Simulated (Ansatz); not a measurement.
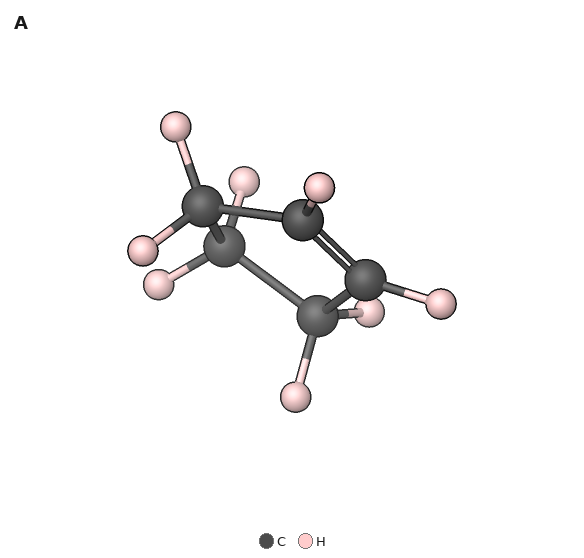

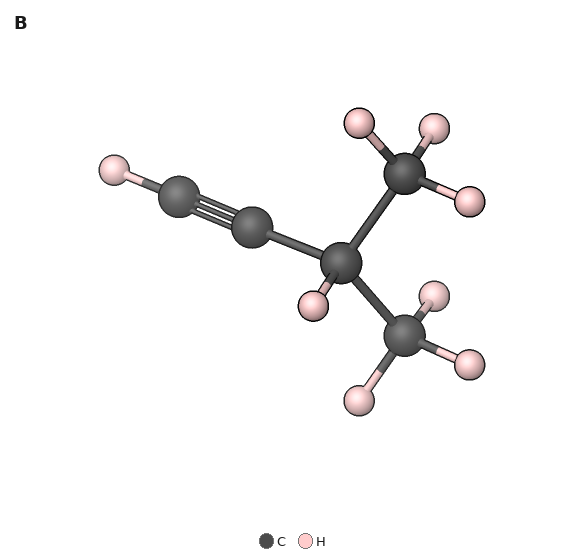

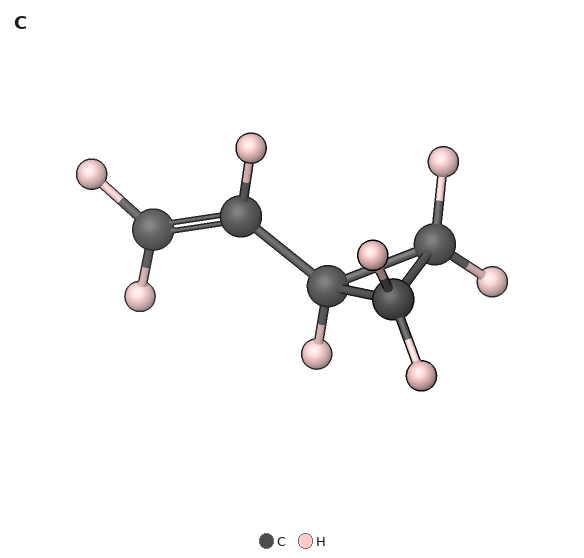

3 stationary structures of one formula. Geometries: PBE-D4/def2-SVP. Electronic energies: PBE-D4/def2-SVP (Ansatz 0.2.0), without zero-point energy. No frequency run is at hand to confirm each as a minimum. Each is one conformer, not always the lowest.

Which is lowest in energy, and by how much?

Answer. A is lowest; C lies 21.5 kcal/mol above it, B lies 33.0 kcal/mol above it. A is `C1=CCCC1`, B is `C#CC(C)C`, C is `C=CC1CC1`.
